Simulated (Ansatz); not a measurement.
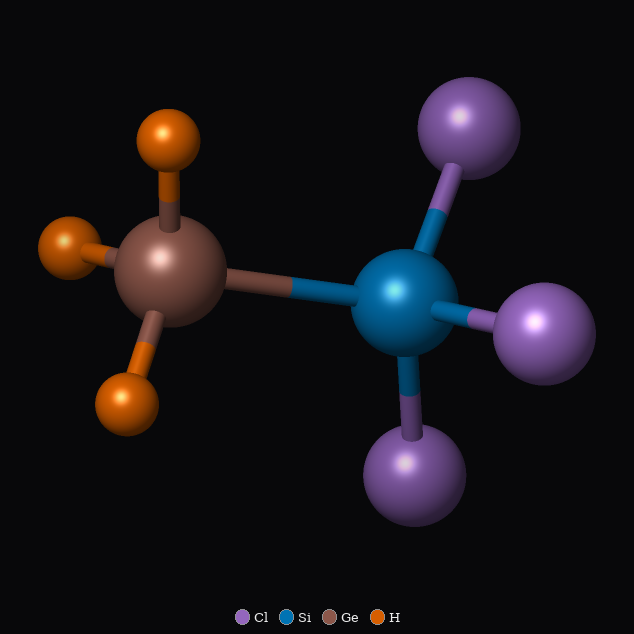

A ball-and-stick model of a molecule. Every bond is drawn as one stick, whatever its order.

The geometry was computed by an optimisation with PBE0-D4/def2-TZVP.

**Count the atoms of each element.**

Cl3GeH3Si, 8 atoms: 3 chlorine, 1 germanium, 3 hydrogen and 1 silicon.

**How many bonds of each kind are drawn?**

3 Cl–Si, 3 Ge–H, 1 Ge–Si.

**Give the symmetry (Schoenflies symbol).**

C3v.

**How many sets of symmetry-equivalent atoms are there?**

4: 3 Cl, 1 Si, 1 Ge, 3 H.

More results for the same structure follow; atom numbers are the same in all pictures, views and colours differ.

### Geometry

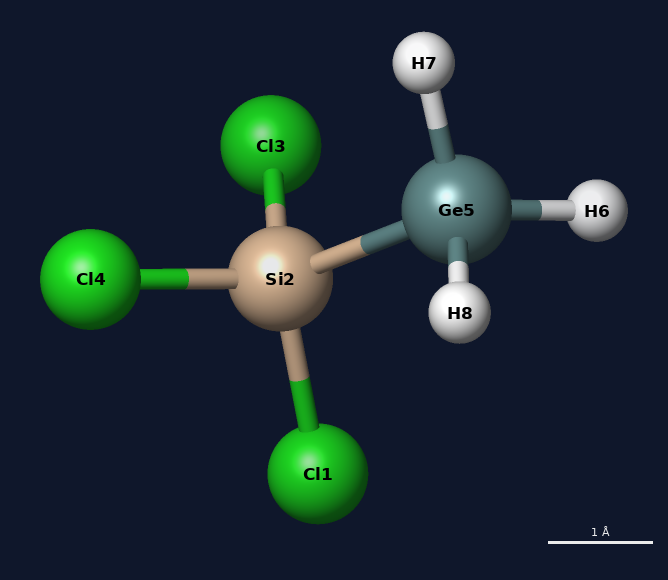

The atoms are numbered.

Give these bond angles: Cl1–Si2–Cl3, Cl1–Si2–Ge5, Si2–Ge5–H6, H6–Ge5–H7.

| angle | degrees |
| --- | --- |
| Cl1–Si2–Cl3 | 108.2 |
| Cl1–Si2–Ge5 | 110.8 |
| Si2–Ge5–H6 | 108.8 |
| H6–Ge5–H7 | 110.2 |

### Levels of theory compared

Program: Ansatz 0.2.0.

Compare HOMO energy (eV) at these levels: B3LYP-D4/def2-TZVPP; B97M-V/def2-TZVPP; BHLYP-D4/def2-TZVPP; CAM-B3LYP-D4/def2-TZVPP; SPW92 (LDA)/def2-TZVPP; ωB97M-V/def2-QZVPP; ωB97M-V/def2-TZVPP.

```tsv
level	HOMO energy (eV)
B3LYP-D4/def2-TZVPP	−8.28
B97M-V/def2-TZVPP	−7.72
BHLYP-D4/def2-TZVPP	−9.55
CAM-B3LYP-D4/def2-TZVPP	−9.75
SPW92 (LDA)/def2-TZVPP	−7.44
ωB97M-V/def2-QZVPP	−10.52
ωB97M-V/def2-TZVPP	−10.49
```

### Thermal motion

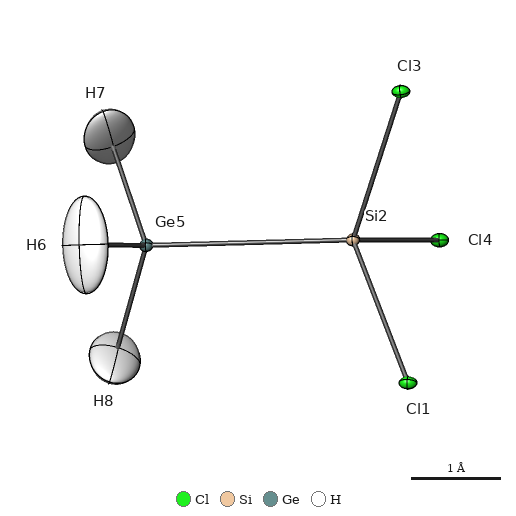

Displacement ellipsoids at the 50 % level, from the internal vibrations of the free molecule (harmonic, no overall translation or rotation; no half-axis is drawn under 0.075 Å). Vibrations computed with RKS PBE0-D4/def2-TZVP (Ansatz 0.2.0). Temperature: 100 K.

Give the displacement parameters, one line for each set of equivalent atoms.

```tsv
atom	U_eq (Å²)	rms amplitudes (Å)
Cl1, Cl3, Cl4	0.0024	0.036, 0.041, 0.066
Si2	0.0017	0.034, 0.044, 0.044
Ge5	0.00081	0.028, 0.028, 0.030
H6, H7, H8	0.0572	0.091, 0.192, 0.356
```

### Charges

The questions are on Mulliken charges. Properties computed with RKS r2SCAN-D4/def2-TZVPP (Ansatz 0.2.0).

**Which atom carries the highest charge (most positive or least negative)?**

Si2 (0.56 e).

**And the lowest?**

Cl1, Cl3, Cl4 (−0.21 e).

Give the Mulliken charges atom by atom.

```
atom  value (e)
 Cl1      −0.21
 Si2       0.56
 Cl3      −0.21
 Cl4      −0.21
 Ge5       0.03
  H6       0.01
  H7       0.01
  H8       0.01
```

Mulliken values depend strongly on the basis set and can even reverse the polarity of a bond.
